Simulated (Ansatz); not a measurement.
# ZrCl3F: a spread of methods and bases

Aim: run ZrCl3F under a spread of inputs, and see what each costs and gives.

The runs use Ansatz 0.2.0, Gaussian basis; the settings change from run to run.

## 1. The relaxed structure

An earlier PBE0-D4 in a triple-zeta def2 set relaxation fixed the geometry. Zr takes a core potential in def2 sets; no spin-orbit term is included.

SMILES `[F][Zr]([Cl])([Cl])[Cl]`, 5 atoms, charge 0, spin multiplicity 1.

Atoms are counted from 1 here; the program's logs count them from 0.

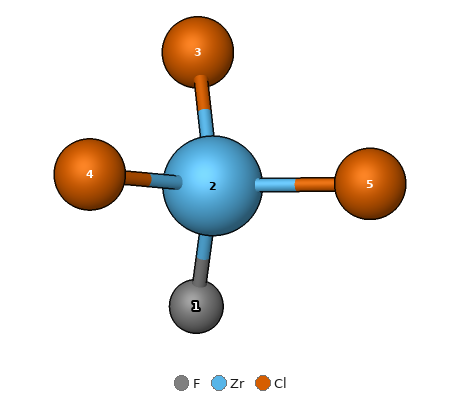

The geometry (fluorine grey, zirconium blue, chlorine orange); atoms are numbered from 1 in the order of the file.

Geometry (Å):

| atom | x (Å) | y (Å) | z (Å) |
| --- | --- | --- | --- |
| F1 | -0.42792 | -0.29948 | 1.87967 |
| Zr2 | -0.00825 | -0.02659 | 0.07031 |
| Cl3 | 1.82368 | -1.33873 | -0.49297 |
| Cl4 | -1.83492 | -0.62447 | -1.23384 |
| Cl5 | 0.49731 | 2.21557 | -0.26457 |

## 2. B3LYP/cc-pVTZ-DK

File in.yaml:

```yaml
crystal:
  periodic: [false, false, false]
  atoms:
    - {symbol: F, position_ang: [-0.427916, -0.299484, 1.879667]}
    - {symbol: Zr, position_ang: [-0.008249, -0.026589, 0.070308]}
    - {symbol: Cl, position_ang: [1.823682, -1.338729, -0.492970]}
    - {symbol: Cl, position_ang: [-1.834924, -0.624472, -1.233840]}
    - {symbol: Cl, position_ang: [0.497306, 2.215572, -0.264566]}
basis:
  gaussian: {orbitals: cc-pVTZ-DK}
hamiltonian: {xc: {name: B3LYP}}
```

Run with:

```console
$ ansatz run in.yaml --threads 4 --pin off --events-out ev --progress --plain --max-ram 10444MiB
```

Standard output:

```text
Functional definition: B3LYP
  name "B3LYP"
  cite "Stephens, Devlin, Chabalowski & Frisch, J. Phys. Chem. 98, 11623 (1994) doi:10.1021/j100096a001"
  cite "Becke, Phys. Rev. A 38, 3098 (1988) doi:10.1103/PhysRevA.38.3098"
  cite "Lee, Yang & Parr, Phys. Rev. B 37, 785 (1988) doi:10.1103/PhysRevB.37.785"
  cite "Vosko, Wilk & Nusair, Can. J. Phys. 58, 1200 (1980) doi:10.1139/p80-159"
  parameter a0 = 0.2
  parameter ax = 0.72
  parameter ac = 0.81
  exchange = (1 - a0 - ax)*slater_x + ax*b88_x + a0*exact_x
  correlation = (1 - ac)*vwn_rpa_c + ac*lyp_c
1658 factors; their error is unknown
mean field evaluation 1: about -138330.2925 eV, gradient 4.5e1 eV
mean field evaluation 2: about -138310.9266 eV, gradient 1.2e2 eV
mean field evaluation 4: about -138333.5506 eV, gradient 3.9e0 eV
mean field evaluation 8: about -138333.5798 eV, gradient 1.4e-1 eV
mean field evaluation 16: about -138333.9583 eV, gradient 3.6e-5 eV
mean field -138333.95831891 eV, -5083.6792020953 hartree, gradient 4.3e-5 eV, S^2 0.000000; 0 other end points of the search recorded, 0 dependent functions left out
reference -138333.95863456 eV, -5083.6792136953 hartree; 50, 50 occupied and 159, 159 virtual orbitals, 1658 factors
Total energy: -138333.95863456 eV, -5083.6792136953 hartree
Relativity: scalar
```

Run time: 7 s. Hardware: 4 threads of Arm Neoverse V1, shared host; peak memory 0.69 GiB.

## 3. MP2/STO-3G

Options: charge +1, multiplicity 2, atoms shaken by 0.15 Å.

File in.yaml:

```yaml
crystal:
  periodic: [false, false, false]
  atoms:
    - {symbol: F, position_ang: [-0.455490, -0.395800, 1.885529]}
    - {symbol: Zr, position_ang: [-0.239514, -0.018559, 0.418621]}
    - {symbol: Cl, position_ang: [2.213845, -1.241044, -0.577032]}
    - {symbol: Cl, position_ang: [-1.969827, -0.600052, -1.555705]}
    - {symbol: Cl, position_ang: [0.488063, 2.120112, -0.190978]}
basis:
  gaussian: {orbitals: STO-3G}
total_charge: 1
magnetization: {spin_polarized: true, initial_magnetization: 1}
hamiltonian: {xc: {name: HF}}
correlation: {method: mp2}
output: {forces: true}
```

Same command.

Standard output:

```text
Functional definition: HF
  name "HF"
  cite "Fock, Z. Phys. 61, 126 (1930) doi:10.1007/BF01340294"
  parent pbe
  exchange = exact_x
  correlation = 0
693 factors; integrals over basis functions are off by at most 4.5e-5 eV
mean field evaluation 1: about -135097.2145 eV, gradient 2.3e1 eV
mean field evaluation 2: about -135097.2328 eV, gradient 2.3e1 eV
mean field evaluation 4: about -135102.8115 eV, gradient 1.7e0 eV
mean field evaluation 8: about -135102.8984 eV, gradient 1.9e-2 eV
mean field evaluation 16: about -135102.8962 eV, gradient 1.4e-8 eV
mean field evaluation 32: about -135101.4838 eV, gradient 2.9e0 eV
mean field evaluation 64: about -135101.7560 eV, gradient 1.0e0 eV
mean field evaluation 96: about -135102.8931 eV, gradient 1.3e-2 eV
mean field -135102.89615509 eV, -4964.9398576674 hartree, gradient 2.5e-8 eV, S^2 0.751408; 9 other end points of the search recorded, 0 dependent functions left out
30 core orbitals not correlated: weight in the atoms' cores, before any rotation towards them, 0.999 or more for the frozen orbitals, at most 0.000 for the correlated occupied ones
reference -135102.89615509 eV, -4964.9398576674 hartree; 20, 19 occupied and 9, 10 virtual orbitals, 693 factors
second order -3.98469725 eV of doubles, -0.00000000 eV of singles
the calculation of the forces begins
Total energy: -135106.88085234 eV, -4965.0862925903 hartree
Atom 0 at    -0.455490    -0.395800     1.885529 Å, force    -4.573848    -7.172320    29.227452 eV/Å
Atom 1 at    -0.239514    -0.018559     0.418621 Å, force     3.045692     6.720356   -34.546688 eV/Å
Atom 2 at     2.213845    -1.241044    -0.577032 Å, force    -1.139285     0.497593     0.510895 eV/Å
Atom 3 at    -1.969827    -0.600052    -1.555705 Å, force     2.954893     0.793950     3.935565 eV/Å
Atom 4 at     0.488063     2.120112    -0.190978 Å, force    -0.287452    -0.839579     0.872775 eV/Å
Dipole moment:     0.650445    -0.587007     1.067282 e Å
```

Run time: 6.5 s. Hardware: 4 threads of Arm Neoverse V1, shared host.

Largest force 35.326 eV/Å, ⟨S²⟩ 0.751.

## 4. B2GP-PLYP/def2-SVPD

Set apart from the defaults: atoms shaken by 0.15 Å, relativity set to scalar, the search for lower states set to off.

File in.yaml:

```yaml
crystal:
  periodic: [false, false, false]
  atoms:
    - {symbol: F, position_ang: [-0.210830, -0.554519, 2.182458]}
    - {symbol: Zr, position_ang: [0.080597, -0.112319, 0.136796]}
    - {symbol: Cl, position_ang: [1.806624, -1.325060, -0.823704]}
    - {symbol: Cl, position_ang: [-1.392824, -0.614484, -1.130089]}
    - {symbol: Cl, position_ang: [0.508069, 2.194166, -0.075356]}
basis:
  gaussian: {orbitals: def2-SVPD}
hamiltonian: {xc: {name: B2GP-PLYP}, pseudopotentials: {relativity: scalar}}
scf: {lower_state_search: off}
output: {forces: true}
```

Launched as before.

Standard output:

```text
Functional definition: B2GP-PLYP
  name "B2GP-PLYP"
  cite "Karton, Tarnopolsky, Lamère, Schatz & Martin, J. Phys. Chem. A 112, 12868 (2008) doi:10.1021/jp801805p"
  cite "Becke, Phys. Rev. A 38, 3098 (1988) doi:10.1103/PhysRevA.38.3098"
  cite "Lee, Yang & Parr, Phys. Rev. B 37, 785 (1988) doi:10.1103/PhysRevB.37.785"
  parameter a = 0.65
  parameter c = 0.36
  exchange = (1 - a)*b88_x + a*exact_x
  correlation = (1 - c)*lyp_c + c*(mp2_os + mp2_ss)
these checks for a lower state are left out or cut short: starts, cluster_reference, orbital_swaps, neighbouring_geometries, increment
1275 factors; integrals over basis functions are off by at most 7.1e-4 eV
mean field evaluation 1: about -41627.3094 eV, gradient 4.3e1 eV
mean field evaluation 2: about -41627.3968 eV, gradient 4.3e1 eV
mean field evaluation 4: about -41631.2441 eV, gradient 3.1e0 eV
mean field evaluation 8: about -41631.2865 eV, gradient 2.9e-1 eV
mean field evaluation 16: about -41631.2868 eV, gradient 1.7e-4 eV
mean field -41631.28679199 eV, -1529.9215709061 hartree, gradient 2.7e-6 eV, S^2 0.000000; 0 other end points of the search recorded, 0 dependent functions left out
16 core orbitals not correlated: weight in the atoms' cores, before any rotation towards them, 1.000 or more for the frozen orbitals, at most 0.000 for the correlated occupied ones
reference -41631.28692229 eV, -1529.9215756943 hartree; 20, 20 occupied and 102, 102 virtual orbitals, 1275 factors
second order -28.43227928 eV of doubles, -0.00000000 eV of singles
the calculation of the forces begins
Total energy: -41641.52254283 eV, -1530.2977278112 hartree
Relativity: scalar
Atom 0 at    -0.210830    -0.554519     2.182458 Å, force     0.223178     0.495966    -3.021695 eV/Å
Atom 1 at     0.080597    -0.112319     0.136796 Å, force     7.219599     2.241731     9.382374 eV/Å
Atom 2 at     1.806624    -1.325060    -0.823704 Å, force     0.467250    -0.192282    -0.044582 eV/Å
Atom 3 at    -1.392824    -0.614484    -1.130089 Å, force    -7.824079    -2.435653    -6.225755 eV/Å
Atom 4 at     0.508069     2.194166    -0.075356 Å, force    -0.085947    -0.109763    -0.090342 eV/Å
Dipole moment:    -0.316722    -0.103134    -0.441586 e Å
Checks for a lower state left out: starts, cluster_reference, orbital_swaps, neighbouring_geometries, increment
```

It took 11 s on 4 threads of Arm Neoverse V1, shared host; peak memory 0.52 GiB.

Largest force 12.049 eV/Å, dipole 2.66 D.

## 5. wB97/def2-SVP

This run has charge -1, multiplicity 2, restricted open-shell orbitals, high accuracy, the search for lower states set to off.

File in.yaml:

```yaml
crystal:
  periodic: [false, false, false]
  atoms:
    - {symbol: F, position_ang: [-0.427916, -0.299484, 1.879667]}
    - {symbol: Zr, position_ang: [-0.008249, -0.026589, 0.070308]}
    - {symbol: Cl, position_ang: [1.823682, -1.338729, -0.492970]}
    - {symbol: Cl, position_ang: [-1.834924, -0.624472, -1.233840]}
    - {symbol: Cl, position_ang: [0.497306, 2.215572, -0.264566]}
basis:
  gaussian: {orbitals: def2-SVP}
total_charge: -1
magnetization: {spin_polarized: false, initial_magnetization: 1}
hamiltonian: {xc: {name: wB97}}
accuracy: high
scf: {lower_state_search: off}
output: {forces: true}
```

Same command.

Standard output:

```text
Functional definition: wB97
  name "wB97"
  cite "Chai & Head-Gordon, J. Chem. Phys. 128, 084106 (2008) doi:10.1063/1.2834918"
  cite "Becke, J. Chem. Phys. 107, 8554 (1997) doi:10.1063/1.475007"
  parameter omega = 0.4/bohr
  parameter cx1 = 1.13116
  parameter cx2 = -2.74915
  parameter cx3 = 12.0900
  parameter cx4 = -5.71642
  parameter css1 = -2.55352
  parameter css2 = 11.8926
  parameter css3 = -26.9452
  parameter css4 = 17.0927
  parameter cos1 = 3.99051
  parameter cos2 = -17.0066
  parameter cos3 = 1.07292
  parameter cos4 = 8.88211
  # The coefficients of nought are those of the uniform gas.
  exchange = spin_sum(e_x_unif_sr(omega)*poly(b97_u_x, 1, cx1, cx2, cx3, cx4)) + exact_x_lr(omega)
  correlation = spin_sum(e_c_pw_same_spin*poly(b97_u_same, 1, css1, css2, css3, css4))
      + integral(e_c_pw_opposite_spin*poly(b97_u_opposite, 1, cos1, cos2, cos3, cos4))
these checks for a lower state are left out or cut short: stability, starts, cluster_reference, orbital_swaps, neighbouring_geometries, increment
1999 factors; integrals over basis functions are off by at most 3.7e-9 eV
591 factors; integrals over basis functions are off by at most 1.7e-9 eV
mean field evaluation 1: about -41555.6833 eV, gradient 2.9e1 eV
mean field evaluation 2: about -41555.6971 eV, gradient 2.9e1 eV
mean field evaluation 4: about -41559.7422 eV, gradient 1.3e1 eV
mean field evaluation 8: about -41560.2409 eV, gradient 3.3e-1 eV
mean field evaluation 16: about -41560.2456 eV, gradient 8.7e-3 eV
mean field evaluation 32: about -41560.2468 eV, gradient 5.6e-4 eV
mean field -41560.24680790 eV, -1527.3108996432 hartree, gradient 1.4e-8 eV, S^2 0.750000; 0 other end points of the search recorded, 0 dependent functions left out
the calculation of the forces begins
reference -41560.24680650 eV, -1527.3108995917 hartree; 37, 36 occupied and 62, 63 virtual orbitals, 1999 factors
Total energy: -41560.24680650 eV, -1527.3108995917 hartree
Atom 0 at    -0.427916    -0.299484     1.879667 Å, force    -0.250477    -0.619639     2.417770 eV/Å
Atom 1 at    -0.008249    -0.026589     0.070308 Å, force    -0.492717     0.413911    -0.026236 eV/Å
Atom 2 at     1.823682    -1.338729    -0.492970 Å, force     1.930007    -1.429832    -0.454453 eV/Å
Atom 3 at    -1.834924    -0.624472    -1.233840 Å, force    -1.690564    -0.518222    -1.424476 eV/Å
Atom 4 at     0.497306     2.215572    -0.264566 Å, force     0.503751     2.153782    -0.512605 eV/Å
Dipole moment:    -0.071723     0.020460     0.112722 e Å
Checks for a lower state left out: stability, starts, cluster_reference, orbital_swaps, neighbouring_geometries, increment
```

Run time: 2.2 min. Hardware: 4 threads of Arm Neoverse V1, shared host; peak memory 0.97 GiB.

Largest force 2.508 eV/Å.

## 6. wPBEh/def2-SVP

This run has finite nuclei, high accuracy.

in.yaml: that of step 5 with these lines changed.

```diff
@@ -9,8 +9,5 @@
 basis:
-  gaussian: {orbitals: def2-SVP}
-total_charge: -1
-magnetization: {spin_polarized: false, initial_magnetization: 1}
-hamiltonian: {xc: {name: wB97}}
+  gaussian: {orbitals: def2-SVP, nuclear_model: gaussian}
+hamiltonian: {xc: {name: wPBEh}}
 accuracy: high
-scf: {lower_state_search: off}
 output: {forces: true}
```

The command is unchanged.

Standard output:

```text
Functional definition: wPBEh
  name "wPBEh"
  cite "Heyd, Scuseria & Ernzerhof, J. Chem. Phys. 118, 8207 (2003) doi:10.1063/1.1564060"
  cite "Krukau, Vydrov, Izmaylov & Scuseria, J. Chem. Phys. 125, 224106 (2006) doi:10.1063/1.2404663"
  cite "Heyd & Scuseria, J. Chem. Phys. 120, 7274 (2004) doi:10.1063/1.1668634"
  cite "Ernzerhof & Perdew, J. Chem. Phys. 109, 3313 (1998) doi:10.1063/1.476928"
  cite "Perdew, Burke & Ernzerhof, Phys. Rev. Lett. 77, 3865 (1996) doi:10.1103/PhysRevLett.77.3865"
  parent pbe
  parameter a = 0.25
  parameter omega = 0.11/bohr
  exchange = wpbe_x - a*pbe_x_sr(omega) + a*exact_x_sr(omega)
  correlation = pbe_c
1999 factors; integrals over basis functions are off by at most 7.2e-9 eV
113 factors; integrals over basis functions are off by at most 1.6e-9 eV
mean field evaluation 1: about -41544.3239 eV, gradient 3.7e1 eV
mean field evaluation 2: about -41526.6429 eV, gradient 1.1e2 eV
mean field evaluation 4: about -41546.7878 eV, gradient 2.7e0 eV
mean field evaluation 8: about -41546.9047 eV, gradient 2.0e-1 eV
mean field evaluation 16: about -41546.9048 eV, gradient 3.8e-5 eV
mean field -41546.90477626 eV, -1526.8205890241 hartree, gradient 4.5e-8 eV, S^2 0.000000; 0 other end points of the search recorded, 0 dependent functions left out
the calculation of the forces begins
reference -41546.90478197 eV, -1526.8205892338 hartree; 36, 36 occupied and 63, 63 virtual orbitals, 1999 factors
Total energy: -41546.90478197 eV, -1526.8205892338 hartree
Atom 0 at    -0.427916    -0.299484     1.879667 Å, force    -0.038023    -0.024724     0.163958 eV/Å
Atom 1 at    -0.008249    -0.026589     0.070308 Å, force     0.006471     0.004290    -0.028162 eV/Å
Atom 2 at     1.823682    -1.338729    -0.492970 Å, force     0.120141    -0.087047    -0.034011 eV/Å
Atom 3 at    -1.834924    -0.624472    -1.233840 Å, force    -0.121172    -0.039870    -0.082846 eV/Å
Atom 4 at     0.497306     2.215572    -0.264566 Å, force     0.032582     0.147352    -0.018940 eV/Å
Dipole moment:    -0.000460    -0.000304     0.002009 e Å
```

It took 6 s on 4 threads of Arm Neoverse V1, shared host.

Largest force 0.170 eV/Å, dipole 0.01 D.

## 7. CAM-B3LYP/def2-mTZVP

This run has unrestricted orbitals, D3(BJ) dispersion, high accuracy, the search for lower states set to full.

in.yaml: that of step 6 with these lines changed.

```diff
@@ -9,5 +9,7 @@
 basis:
-  gaussian: {orbitals: def2-SVP, nuclear_model: gaussian}
-hamiltonian: {xc: {name: wPBEh}}
+  gaussian: {orbitals: def2-mTZVP}
+magnetization: {spin_polarized: true, initial_magnetization: 0}
+hamiltonian: {xc: {name: CAM-B3LYP}, dispersion: d3bj}
 accuracy: high
+scf: {lower_state_search: full}
 output: {forces: true}
```

The command is unchanged.

Standard output:

```text
Functional definition: CAM-B3LYP
  name "CAM-B3LYP"
  cite "Yanai, Tew & Handy, Chem. Phys. Lett. 393, 51 (2004) doi:10.1016/j.cplett.2004.06.011"
  cite "Iikura, Tsuneda, Yanai & Hirao, J. Chem. Phys. 115, 3540 (2001) doi:10.1063/1.1383587"
  cite "Becke, Phys. Rev. A 38, 3098 (1988) doi:10.1103/PhysRevA.38.3098"
  cite "Lee, Yang & Parr, Phys. Rev. B 37, 785 (1988) doi:10.1103/PhysRevB.37.785"
  cite "Vosko, Wilk & Nusair, Can. J. Phys. 58, 1200 (1980) doi:10.1139/p80-159"
  parameter alpha = 0.19
  parameter beta = 0.46
  parameter omega = 0.33/bohr
  parameter ac = 0.81
  # Exact exchange under (alpha + beta erf(omega r))/r, Becke's under what is left of 1/r.
  exchange = (1 - alpha - beta)*b88_x + beta*b88_x_sr(omega) + alpha*exact_x + beta*exact_x_lr(omega)
  correlation = (1 - ac)*vwn5_c + ac*lyp_c
2228 factors; integrals over basis functions are off by at most 2.5e-8 eV
549 factors; integrals over basis functions are off by at most 1.6e-9 eV
mean field evaluation 1: about -41570.7493 eV, gradient 3.4e1 eV
mean field evaluation 2: about -41570.8071 eV, gradient 3.4e1 eV
mean field evaluation 4: about -41575.1483 eV, gradient 4.6e0 eV
mean field evaluation 8: about -41575.2395 eV, gradient 7.5e-1 eV
mean field evaluation 16: about -41575.2426 eV, gradient 9.5e-5 eV
mean field evaluation 32: about -41516.7610 eV, gradient 1.4e2 eV
mean field evaluation 64: about -41555.6371 eV, gradient 8.5e1 eV
mean field evaluation 96: about -41574.3945 eV, gradient 1.2e1 eV
mean field evaluation 128: about -41575.1483 eV, gradient 1.9e0 eV
mean field evaluation 160: about -41575.1685 eV, gradient 5.7e-1 eV
mean field -41575.24260398 eV, -1527.8619849847 hartree, gradient 4.1e-8 eV, S^2 0.000000; 5 other end points of the search recorded, 0 dependent functions left out
the calculation of the forces begins
reference -41575.24262632 eV, -1527.8619858056 hartree; 36, 36 occupied and 82, 82 virtual orbitals, 2228 factors
Total energy: -41575.42685758 eV, -1527.8687561796 hartree
Atom 0 at    -0.427916    -0.299484     1.879667 Å, force    -0.083852    -0.054516     0.361521 eV/Å
Atom 1 at    -0.008249    -0.026589     0.070308 Å, force     0.019138     0.012562    -0.082872 eV/Å
Atom 2 at     1.823682    -1.338729    -0.492970 Å, force     0.248654    -0.180447    -0.069566 eV/Å
Atom 3 at    -1.834924    -0.624472    -1.233840 Å, force    -0.251274    -0.082785    -0.170752 eV/Å
Atom 4 at     0.497306     2.215572    -0.264566 Å, force     0.067334     0.305186    -0.038331 eV/Å
Dipole moment:    -0.000668    -0.000439     0.002906 e Å
```

Run time: 42 s. Hardware: 4 threads of Arm Neoverse V1, shared host; peak memory 1 GiB.

Largest force 0.375 eV/Å, dipole 0.01 D, ⟨S²⟩ 0.000.

## 8. r2SCAN/cc-pVTZ-DK

Set apart from the defaults: atoms shaken by 0.15 Å, rVV10 dispersion.

File in.yaml:

```yaml
crystal:
  periodic: [false, false, false]
  atoms:
    - {symbol: F, position_ang: [-0.441713, -0.417404, 1.803750]}
    - {symbol: Zr, position_ang: [-0.088740, -0.112362, 0.291374]}
    - {symbol: Cl, position_ang: [2.008873, -1.500990, -0.626094]}
    - {symbol: Cl, position_ang: [-1.670892, -0.627674, -1.376049]}
    - {symbol: Cl, position_ang: [0.650117, 2.321385, -0.211068]}
basis:
  gaussian: {orbitals: cc-pVTZ-DK}
hamiltonian: {xc: {name: r2SCAN}, dispersion: rvv10}
```

The command is unchanged.

Standard output:

```text
Functional definition: r2SCAN+rVV10
  name "r2SCAN+rVV10"
  cite "Furness, Kaplan, Ning, Perdew & Sun, J. Phys. Chem. Lett. 11, 8208 (2020) doi:10.1021/acs.jpclett.0c02405"
  cite "Furness, Kaplan, Ning, Perdew & Sun, J. Phys. Chem. Lett. 11, 9248 (2020) doi:10.1021/acs.jpclett.0c03077"
  cite "Vydrov & Van Voorhis, J. Chem. Phys. 133, 244103 (2010) doi:10.1063/1.3521275"
  cite "Sabatini, Gorni & de Gironcoli, Phys. Rev. B 87, 041108(R) (2013) doi:10.1103/PhysRevB.87.041108"
  cite "Ning et al., Phys. Rev. B 106, 075422 (2022) doi:10.1103/PhysRevB.106.075422"
  parent "r2scan"
  parameter k0 = 0.174
  parameter k1 = 0.065
  parameter a1 = 4.9479
  exchange = r2scan_x(k0 = k0, k1 = k1, a1 = a1)
  correlation = r2scan_c + rvv10(11.95, 0.0093)
1520 factors; their error is unknown
mean field evaluation 1: about -138317.2541 eV, gradient 4.3e1 eV
mean field evaluation 2: about -138292.6750 eV, gradient 1.2e2 eV
mean field evaluation 4: about -138319.9796 eV, gradient 1.1e1 eV
mean field evaluation 8: about -138320.3194 eV, gradient 1.2e-1 eV
mean field evaluation 16: about -138320.2787 eV, gradient 2.3e-4 eV
mean field -138320.27874061 eV, -5083.1764868651 hartree, gradient 2.0e-5 eV, S^2 0.000000; 0 other end points of the search recorded, 0 dependent functions left out
reference -138320.27876557 eV, -5083.1764877825 hartree; 50, 50 occupied and 159, 159 virtual orbitals, 1520 factors
Total energy: -138320.27876557 eV, -5083.1764877825 hartree
Relativity: scalar
```

Run time: 12 s. Hardware: 4 threads of Arm Neoverse V1, shared host.

## 9. All runs side by side

| level | charge | multiplicity | geometry | functions | energy (eV) | time |
| --- | --- | --- | --- | --- | --- | --- |
| B3LYP/cc-pVTZ-DK | 0 | 1 | relaxed | 209 | -138333.959 | 7 s |
| MP2/STO-3G | 1 | 2 | shaken | 59 | -135106.881 | 6.5 s |
| B2GP-PLYP/def2-SVPD | 0 | 1 | shaken | 138 | -41641.523 | 11 s |
| wB97/def2-SVP | -1 | 2 | relaxed | 99 | -41560.247 | 2.2 min |
| wPBEh/def2-SVP | 0 | 1 | relaxed | 99 | -41546.905 | 6 s |
| CAM-B3LYP/def2-mTZVP | 0 | 1 | relaxed | 118 | -41575.427 | 42 s |
| r2SCAN/cc-pVTZ-DK | 0 | 1 | shaken | 209 | -138320.279 | 12 s |

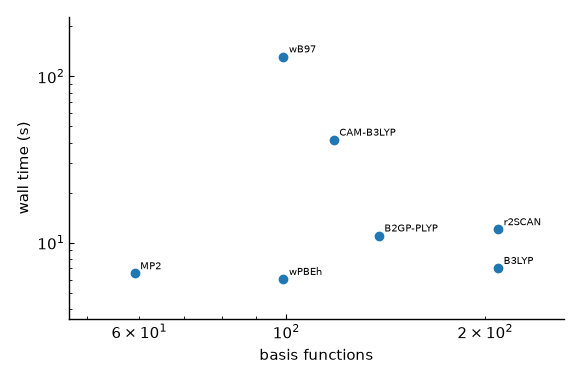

Wall time against the number of basis functions (shared host).

## 10. Outcome

```
                                         quantity                   value
                                             runs                       7
                                         quickest     wPBEh/def2-SVP, 6 s
                                          slowest  wB97/def2-SVP, 2.2 min
spread of total energies, same state and geometry              96787.1 eV
                  dipole, same state and geometry          0.01 to 0.01 D
```

What this shows: Run time spans a factor of 22, from wPBEh/def2-SVP to wB97/def2-SVP. The jobs differ in tasks and options as well as level. The totals spread over 96787 eV; they can't be compared across methods or bases. Some of these runs are scalar-relativistic and others not, which shifts the totals of all-electron atoms past neon by eV; core potentials, where a basis has them, take the core out of the total altogether. At the PBE0-D4/def2-TZVP geometry and in the same state, runs without warnings or point charges leave forces up to 0.38 eV/Å (CAM-B3LYP/def2-mTZVP), against 12.0 eV/Å where the atoms were moved.
